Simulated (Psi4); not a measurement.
**CH2ClFO (SMILES OC(F)Cl): a chain of runs**

Wanted: a structure relaxation (B97-3c/def2-mTZVP), then vibrational wavenumbers, then a single-point energy (MP2/cc-pVTZ) of CH2ClFO. 

The calculation is run with Psi4 1.11.

### 1 The structure to begin with

The species is CH2ClFO (6 atoms), meant as a singlet with charge 0. SMILES: `OC(F)Cl`. All atoms were displaced at random from a relaxed shape. The run starts from this shape.

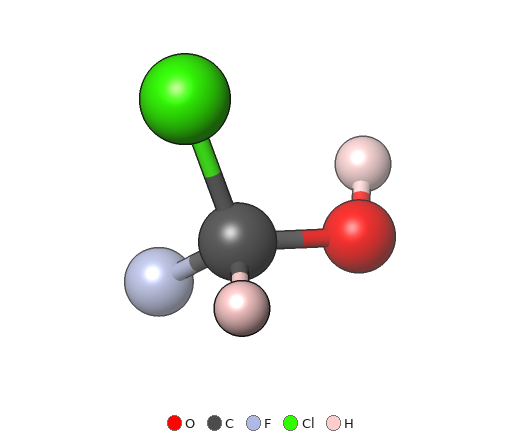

Viewed from a chosen angle; oxygen red, carbon dark grey, fluorine light blue, chlorine green, hydrogen pink.

### 2 A structure relaxation at B97-3c/def2-mTZVP (density fitting) (run 1)

Input file input.inp:

```
memory 1600 MB

molecule geom {
  0 1
  O
  C 1 R2
  F 2 R3 1 A3
  Cl 2 R4 1 A4 3 D4
  H 1 R5 2 A5 3 D5
  H 2 R6 1 A6 5 D6

  R2 = 1.403255
  R3 = 1.417279
  A3 = 103.40868
  R4 = 1.67919
  A4 = 112.81981
  D4 = -115.67597
  R5 = 0.929051
  A5 = 108.20003
  D5 = 75.35534
  R6 = 1.012286
  A6 = 106.64461
  D6 = -167.07464
  units angstrom
  symmetry c1
}

set globals {
  reference rks
  geom_maxiter 60
}

energy_value, wavefunction = optimize('b97-3c', return_wfn=True)
print_variables()
```

Started as:

```bash
$ psi4 input.inp input.out -n 1
```

input.out:

```text
[...]
  Running in c1 symmetry.
[...]
  Nuclear repulsion =  171.409679578775581
[...]
  Multiplicity = 1
[...]
  Nalpha       = 21
  Nbeta        = 21
[...]
    Number of basis functions: 90
[...]
   @DF-RKS iter   1:  -674.21150534536071    3.68713e-02   8.59231e-03 ADIIS/DIIS
[...]
   @DF-RKS iter   8:  -674.44301847068141   -1.47793e-12   3.29003e-09 DIIS
[...]
    Orbital Energies [Eh]
    ---------------------
    Doubly Occupied:
       1A   -100.639488     2A    -24.265932     3A    -18.808242
       4A    -10.094004     5A     -9.225617     6A     -7.061115
       7A     -7.049630     8A     -7.049336     9A     -1.151837
      10A     -1.016213    11A     -0.776746    12A     -0.644781
      13A     -0.535855    14A     -0.498019    15A     -0.467699
      16A     -0.398394    17A     -0.363015    18A     -0.336571
      19A     -0.313711    20A     -0.284632    21A     -0.275899
[...]
  @DF-RKS Final Energy:  -674.44301847068141
   => Energetics <=
    Nuclear Repulsion Energy =            166.8884826906380852
    One-Electron Energy =               -1262.9341773604437549
    Two-Electron Energy =                 474.8794694342471416
    DFT Exchange-Correlation Energy =     -53.2566409644320231
    Empirical Dispersion Energy =          -0.0201522706908374
    VV10 Nonlocal Energy =                  0.0000000000000000
    Total Energy =                       -674.4430184706814089
[...]
 Multipole Moments:
 ------------------------------------------------------------------------------------
     Multipole            Electronic (a.u.)      Nuclear  (a.u.)        Total (a.u.)
 ------------------------------------------------------------------------------------
 L = 1.  Multiply by 2.5417464519 to convert [e a0] to [Debye]
 Dipole X            :         -1.3114081            1.4152332            0.1038251
 Dipole Y            :         -0.5551123            0.5371914           -0.0179209
 Dipole Z            :          1.9517454           -2.3603632           -0.4086179
 Magnitude           :                                                    0.4219827
[...]
  -Total Gradient:
     Atom            X                  Y                   Z
    ------   -----------------  -----------------  -----------------
       1       -0.000069584844    -0.000020418775     0.000030926549
       2       -0.000072219848     0.000073659812    -0.000022638601
       3       -0.000048964412    -0.000079553713    -0.000022546595
       4        0.000114875867    -0.000076849070    -0.000047367630
       5        0.000026914354     0.000045905482    -0.000015535789
       6       -0.000054937836    -0.000085057690    -0.000011318780
[...]
    Final optimized geometry and variables:
    Molecular point group: c1
    Full point group: C1
    Geometry (in Angstrom), charge = 0, multiplicity = 1:
    O
    C             1          R2
    F             2          R3      1          A3
    CL            2          R4      1          A4      3          D4
    H             1          R5      2          A5      3          D5
    H             2          R6      1          A6      5          D6
    A3        =  112.1347317973
    A4        =  112.2870745252
    A5        =  109.2787442950
    A6        =  109.4501707759
[...]
```

The script printed:

```text
Optimizer: Optimization complete!
```

It took 32 s on 1 thread of Intel Xeon Platinum 8488C (Sapphire Rapids), shared host; peak memory 0.59 GiB.

Step by step:

```tsv
step	energy from the first frame kept (eV)	largest force (eV/Å)
0	0.0000	5.4831
1	-0.3628	2.0583
2	-0.4393	1.0123
3	-0.4597	0.4261
4	-0.4640	0.1057
5	-0.4644	0.0324
6	-0.4645	0.0075
```

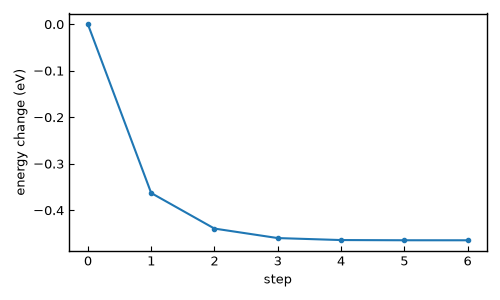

Energy along the run.

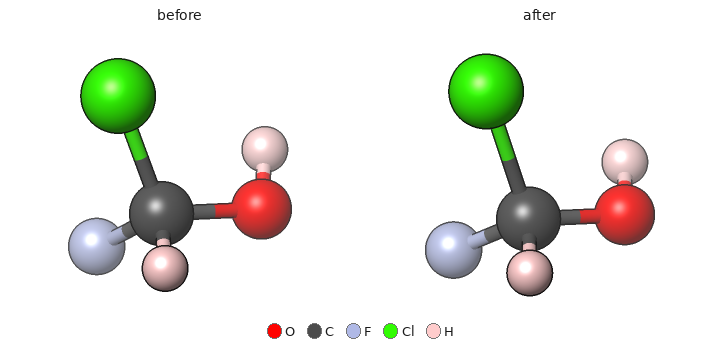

Before and after, at one scale.

After the run. Bond lengths: O1–C2 1.348 Å, C2–F3 1.371 Å, C2–Cl4 1.839 Å, O1–H5 0.968 Å, C2–H6 1.083 Å. Angles: O1–C2–F3 112.1°, O1–C2–Cl4 112.3°, F3–C2–Cl4 106.5°, O1–C2–H6 109.5°, F3–C2–H6 109.3°, Cl4–C2–H6 107.0°, C2–O1–H5 109.3°.

### 3 The harmonic vibrations at B97-3c/def2-mTZVP (density fitting) (run 2)

Input file ch2clfo.xyz:

```xyz
6
CH2ClFO
O      0.600294     0.905891    -0.315445
C      0.125255    -0.235862     0.221520
F      0.600361    -1.347263    -0.424731
Cl    -1.709548    -0.332524     0.143859
H      0.288623     0.983529    -1.228227
H      0.401049    -0.284462     1.267270
```

Input file run.py:

```python
import psi4

psi4.set_memory('1600 MB')
psi4.set_num_threads(1)
psi4.set_output_file('output.dat', False)

with open('ch2clfo.xyz') as f:
    atoms = ''.join(f.readlines()[2:])
molecule = psi4.geometry('0 1\n' + atoms + 'symmetry c1')

psi4.set_options({
    'reference': 'rks',
    't': 400.0,
    'rotational_symmetry_number': 1,
})

e, wfn = psi4.frequency("b97-3c", return_wfn=True)
print(f'total energy {e:.8f} hartree = {e * 27.211386:.5f} eV')
print('wavenumbers / cm^-1:', wfn.frequencies().np.round(1))
```

Started as:

```bash
$ python run.py
```

output.dat:

```text
[...]
  Running in c1 symmetry.
[...]
  Nuclear repulsion =  166.888472671475000
[...]
  Multiplicity = 1
[...]
  Nalpha       = 21
  Nbeta        = 21
[...]
    Number of basis functions: 90
[...]
   @DF-RKS iter   1:  -674.25070858542688   -7.40504e-02   8.20766e-03 DIIS/ADIIS
[...]
   @DF-RKS iter  12:  -674.44301322352283   -2.38742e-12   4.72110e-09 DIIS
[...]
  @DF-RKS Final Energy:  -674.44301322352283
   => Energetics <=
    Nuclear Repulsion Energy =            166.9091695267038062
    One-Electron Energy =               -1262.9718733078393598
    Two-Electron Energy =                 474.8980487685832372
    DFT Exchange-Correlation Energy =     -53.2581648512008314
    Empirical Dispersion Energy =          -0.0201933597697379
    VV10 Nonlocal Energy =                  0.0000000000000000
    Total Energy =                       -674.4430132235228257
[...]
 Multipole Moments:
 ------------------------------------------------------------------------------------
     Multipole            Electronic (a.u.)      Nuclear  (a.u.)        Total (a.u.)
 ------------------------------------------------------------------------------------
 L = 1.  Multiply by 2.5417464519 to convert [e a0] to [Debye]
 Dipole X            :         -1.4233094            1.6571819            0.2338725
 Dipole Y            :         -1.9080009            2.2412603            0.3332595
 Dipole Z            :         -0.4143070            0.3054086           -0.1088983
 Magnitude           :                                                    0.4214464
[...]
  -Total Gradient:
     Atom            X                  Y                   Z
    ------   -----------------  -----------------  -----------------
       1       -0.000524796814     0.000106719248    -0.001491537134
       2        0.000136934174     0.000024771312     0.000983755303
       3        0.000006935097     0.000009615434    -0.000036622264
       4        0.000132841187    -0.000012853990    -0.000009639830
       5        0.000498192904    -0.000156739270     0.001607356190
       6       -0.000225935890     0.000030705980    -0.001249076215
[...]
  ==> Harmonic Vibrational Analysis <==
[...]
  Freq [cm^-1]                 311.1387            363.5939            449.3815
[...]
  IR activ [km/mol]            78.6235             10.1082             39.2484
[...]
  Freq [cm^-1]                 581.4581            679.5369            986.7768
[...]
  IR activ [km/mol]            38.1995             172.4222            222.2453
[...]
  Freq [cm^-1]                1144.4595           1262.2882           1339.6976
[...]
  IR activ [km/mol]            339.0730            32.3723             13.9593
[...]
  Freq [cm^-1]                1426.3721           3127.2301           3709.5393
[...]
  IR activ [km/mol]            72.9441             14.1328             45.6498
[...]
  Total E_0, Enthalpy at 0 [K]                                                         -674.40797690 [Eh]
[...]
  Total H, Enthalpy at  400.00 [K]                                                     -674.40006349 [Eh]
[...]
  Total G, Gibbs energy at  400.00 [K]                                                 -674.44696002 [Eh]
[...]
```

The script printed:

```text
Warning: used thermodynamics relations inappropriate for low-frequency modes: ['311.1387' '363.5939' '449.3815' '581.4581']
total energy -674.44301847 hartree = -18352.52931 eV
wavenumbers / cm^-1: [ 311.1  363.6  449.4  581.5  679.5  986.8 1144.5 1262.3 1339.7 1426.4
 3127.2 3709.5]
```

It took 2.5 min on 1 thread of Intel Xeon Platinum 8488C (Sapphire Rapids), shared host; peak memory 0.57 GiB.

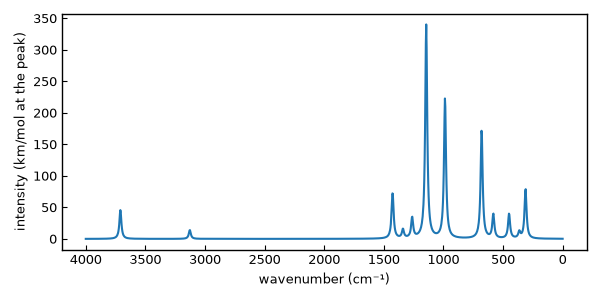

Harmonic infrared spectrum, unscaled, lines broadened by 10 cm⁻¹.

### 4 The energy at MP2/cc-pVTZ (density fitting, density fitting for correlation) (run 3)

Input file job.py:

```python
import psi4

psi4.set_memory('1600 MB')
psi4.set_num_threads(1)
psi4.set_output_file('ch2clfo.out', False)

geom = psi4.geometry("""
0 1
O      1.13439125     1.71188589    -0.59610466
C      0.23669765    -0.44571458     0.41861213
F      1.13451787    -2.54595809    -0.80262527
Cl    -3.23057752    -0.62837929     0.27185411
H      0.54541842     1.85860045    -2.32101265
H      0.75787277    -0.53755527     2.39479323
units au
""")

psi4.set_options(dict(basis='cc-pVTZ', freeze_core=True))

E, wfn = psi4.energy('mp2', molecule=geom, return_wfn=True)
print(f'mp2 energy: {E:.10f} Eh')
```

Started as:

```bash
$ python job.py
```

ch2clfo.out:

```text
[...]
  Running in c1 symmetry.
[...]
  Nuclear repulsion =  166.888472589068414
[...]
  Multiplicity = 1
[...]
  Nalpha       = 21
  Nbeta        = 21
[...]
    Number of basis functions: 152
[...]
   @DF-RHF iter   1:  -672.83545305755797   -5.12575e-01   3.21947e-03 ADIIS/DIIS
[...]
   @DF-RHF iter  12:  -672.93254756808267   -9.66338e-12   3.55167e-09 DIIS
[...]
    Orbital Energies [Eh]
    ---------------------
    Doubly Occupied:
       1A   -104.842923     2A    -26.322398     3A    -20.621841
       4A    -11.455316     5A    -10.567983     6A     -8.034579
       7A     -8.032898     8A     -8.032884     9A     -1.645343
      10A     -1.443695    11A     -1.123326    12A     -0.937461
      13A     -0.789143    14A     -0.760108    15A     -0.723239
      16A     -0.658598    17A     -0.624896    18A     -0.572376
      19A     -0.509072    20A     -0.467278    21A     -0.465298
[...]
  @DF-RHF Final Energy:  -672.93254756808267
   => Energetics <=
    Nuclear Repulsion Energy =            166.8884725890684138
    One-Electron Energy =               -1262.3807271488342394
    Two-Electron Energy =                 422.5597069916830719
    Total Energy =                       -672.9325475680827822
[...]
 Multipole Moments:
 ------------------------------------------------------------------------------------
     Multipole            Electronic (a.u.)      Nuclear  (a.u.)        Total (a.u.)
 ------------------------------------------------------------------------------------
 L = 1.  Multiply by 2.5417464519 to convert [e a0] to [Debye]
 Dipole X            :         -1.4558149            1.6571819            0.2013670
 Dipole Y            :         -1.9029928            2.2412603            0.3382675
 Dipole Z            :         -0.3690357            0.3054086           -0.0636271
 Magnitude           :                                                    0.3987756
[...]
```

The script printed:

```text
mp2 energy: -673.7797955726 Eh
```

Wall time 3.3 s (1 thread of Intel Xeon Platinum 8488C (Sapphire Rapids), shared host); peak memory 0.35 GiB.

### 5 Outcome

| quantity | value |
| --- | --- |
| run 1, B97-3c/def2-mTZVP: total energy at the end | -674.44302 Eh |
| run 1, B97-3c/def2-mTZVP: dipole moment | 1.07 D |
| run 1, B97-3c/def2-mTZVP: HOMO energy | -7.51 eV |
| run 1, B97-3c/def2-mTZVP: LUMO energy | -0.80 eV |
| run 1, B97-3c/def2-mTZVP: HOMO–LUMO gap | 6.70 eV |
| run 2, B97-3c/def2-mTZVP: lowest harmonic wavenumber | 311 cm⁻¹ |
| run 2, B97-3c/def2-mTZVP: highest harmonic wavenumber | 3710 cm⁻¹ |
| run 2, B97-3c/def2-mTZVP: zero-point energy | 92.0 kJ/mol |
| run 2, B97-3c/def2-mTZVP: ideal-gas entropy at 400 K (symmetry number 1 as used) | 73.6 cal/(mol K) |
| run 3, MP2/cc-pVTZ: total energy | -673.77980 Eh |
| run 3, MP2/cc-pVTZ: HOMO energy (Hartree–Fock orbitals) | -12.66 eV |
| run 3, MP2/cc-pVTZ: LUMO energy (Hartree–Fock orbitals) | 3.78 eV |
| run 3, MP2/cc-pVTZ: HOMO–LUMO gap (Hartree–Fock orbitals) | 16.44 eV |
| run 3, MP2/cc-pVTZ: correlation energy (8 core orbitals frozen) | -847.2 mEh |

In words: The optimisation (run 1, B97-3c/def2-mTZVP) took 7 steps and changed the energy by -0.464 eV. All 12 modes (run 2, B97-3c/def2-mTZVP) are real, so the shape is a minimum at this level.
